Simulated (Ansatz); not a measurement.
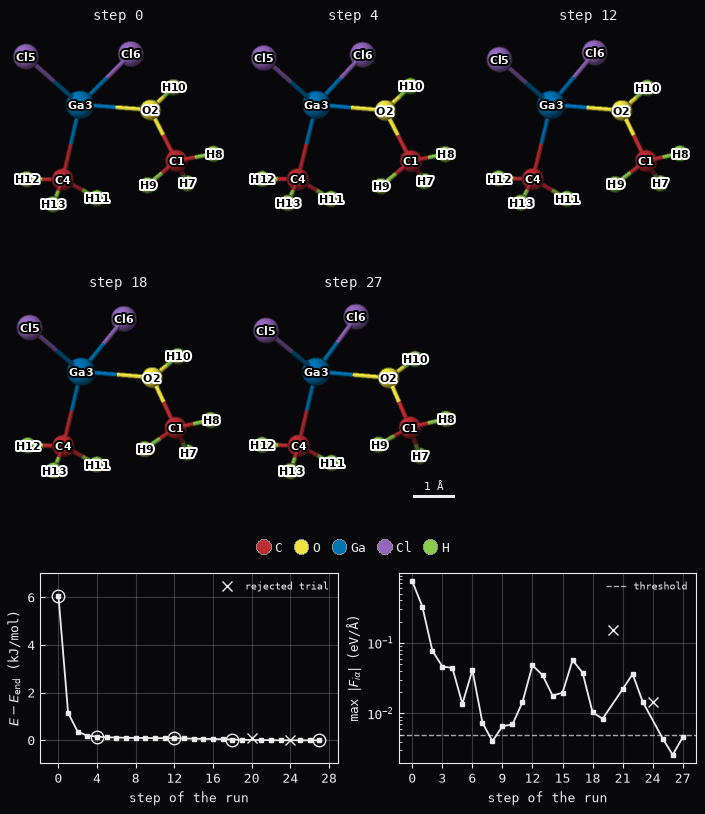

Frames of a relaxation of C₂H₇Cl₂GaO, marked on the history of the run. The picture is a ball-and-stick view, seen at a tilt.

The start comes from PBE-D4/def2-SVP.

These are results of Ansatz 0.2.0, RKS PBE0-D4/def2-TZVP, not measurements. Set-up: force threshold 0.005 eV/Å; at most 150 steps.

Question: Describe the path.

Answer: The energy falls by 6.06 kJ/mol in 25 accepted moves (27 points after the start). The largest force component goes from 0.74 to 0.0046 eV/Å. The line search rejected the trial steps at points 20, 24 of the run. The forces were under the threshold at step 8, but the run went on from there. Cl5 moves most after the best rigid fit: 0.28 Å. By element the largest moves are Cl 0.28 Å, H 0.25 Å, O 0.19 Å, C 0.08 Å, Ga 0.03 Å. Some distances before and after: Ga3–Cl6 2.229 → 2.189 Å, O2–Ga3 2.130 → 2.094 Å, O2–H10 0.987 → 0.966 Å, C1–H7 1.111 → 1.092 Å. Among the angles between lasting bonds that change: Ga3–O2–H10 95.4° → 104.5°, O2–Ga3–Cl6 85.9° → 89.4°, C1–O2–Ga3 121.9° → 124.4°. From step 0 to 4: H10 moves most (0.13 Å), energy −5.91 kJ/mol. From step 4 to 12: H10 moves most (0.12 Å), energy −0.07 kJ/mol. From step 12 to 18: H9 moves most (0.10 Å), energy −0.05 kJ/mol. From step 18 to 27: H9 moves most (0.16 Å), energy −0.03 kJ/mol.

```csv
step,"E − E(0), kJ/mol","largest force component, eV/Å",note
0,0.00,0.7439,
1,-4.91,0.3279,
2,-5.71,0.0777,
3,-5.87,0.0462,
4,-5.91,0.0443,
5,-5.94,0.0137,
6,-5.95,0.0413,
7,-5.96,0.0074,
8,-5.96,0.0041,
9,-5.97,0.0066,
10,-5.97,0.0070,
11,-5.97,0.0145,
12,-5.98,0.0482,
13,-5.99,0.0350,
14,-5.99,0.0180,
15,-6.01,0.0197,
16,-6.01,0.0570,
17,-6.02,0.0379,
18,-6.03,0.0104,
19,-6.04,0.0084,
20,-5.96,0.1512,rejected
21,-6.05,0.0221,
22,-6.06,0.0362,
23,-6.06,0.0147,
24,-6.06,0.0145,rejected
25,-6.06,0.0044,
26,-6.06,0.0026,
27,-6.06,0.0046,
```
